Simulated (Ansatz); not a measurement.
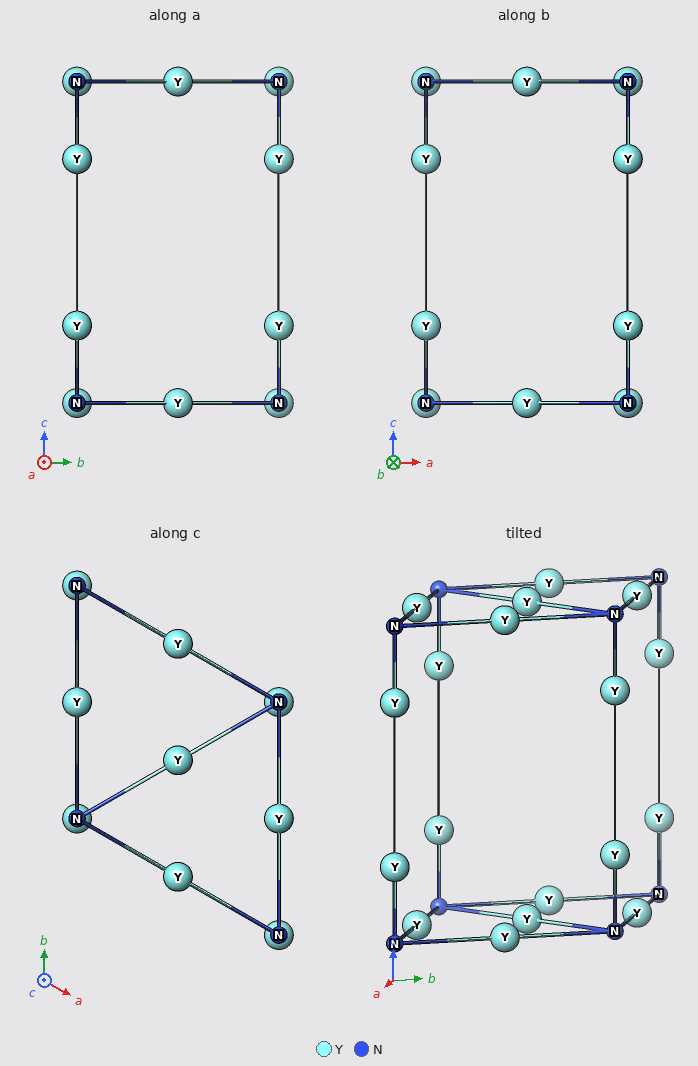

Ball-and-stick drawing of the structure, looking along the a axis, along the b axis, along the c axis and slightly off an axis. The lines enclose the conventional unit cell; boundary atoms appear with their images.

Lattice parameters: a = 6.171 Å, b = 6.171 Å, c = 8.515 Å, α = 90.00°, β = 90.00°, γ = 120.00°. Put a along x and b in the xy plane.

From the views, write a POSCAR file, with free fractional coordinates to two decimals.

Answer.
```
Y N
1.0
     6.171    0.000    0.000
    -3.085    5.344    0.000
     0.000    0.000    8.515
Y N
5 1
Direct
  0.00 0.00 0.24
  0.00 0.00 0.76
  0.50 0.00 0.00
  0.00 0.50 0.00
  0.50 0.50 0.00
  0.00 0.00 0.00
```

The cell started as a random cell made by a generator, so it need not be a real form of the compound. The structure drawn was relaxed with DFT PBE, scalar-relativistic, plane waves, PAW (Ansatz).
